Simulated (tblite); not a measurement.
# C4H12BN: the cost of one run

Computed with tblite 0.8.0 and PySCF 2.14.0, with density-fitted response routines of our own, on a single molecule in the gas phase. Atoms count from 0, in the outputs and in this text.

**1. Starting geometry**

18 atoms, charge 0, multiplicity 1; geometry from: force field or distance geometry start.

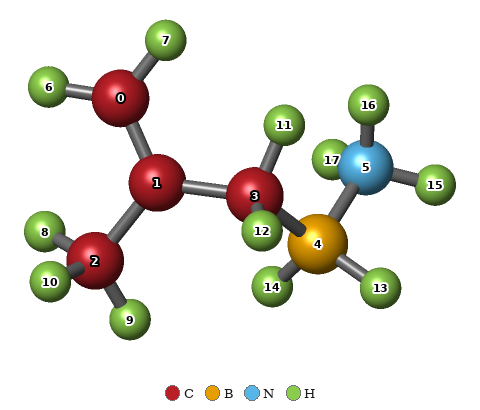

As it starts; carbon red, boron amber, nitrogen blue, hydrogen green, atoms numbered.

**2. Optimising the geometry with GFN2-xTB**

What the job is given:

```
{"job": {"kind": "relax", "xc": "GFN2-xTB", "basis": "xTB"}, "charge": 0, "multiplicity": 1}
C     -1.323400     1.481700     0.719000
C     -1.037400     0.226600     0.362900
C     -2.031700    -0.451800    -0.509800
C      0.201900    -0.425800     0.832500
B      1.176700    -0.905300    -0.301600
N      2.208600     0.216000    -0.535900
H     -2.232800     1.985800     0.382500
H     -0.599100     1.989000     1.369500
H     -2.504000     0.369400    -1.125500
H     -1.607200    -1.190800    -1.178600
H     -2.890500    -0.872800     0.095100
H      0.767600     0.348900     1.405500
H      0.007100    -1.254800     1.562100
H      1.835800    -1.873000     0.008100
H      0.589200    -1.039200    -1.314600
H      3.176700    -0.184500    -0.707000
H      2.299100     0.835400     0.308600
H      1.954700     0.751400    -1.384600
```

On the command line:

```
> OMP_NUM_THREADS=1 python probes_run.py task.json out
```

The driver reads the jobs from task.json and runs them one after another.

**Question.** How long does this first job take on 1 thread of Arm Neoverse N1, shared host, and how much memory does it need?

About 1 s, with a peak of 0.18 GiB.
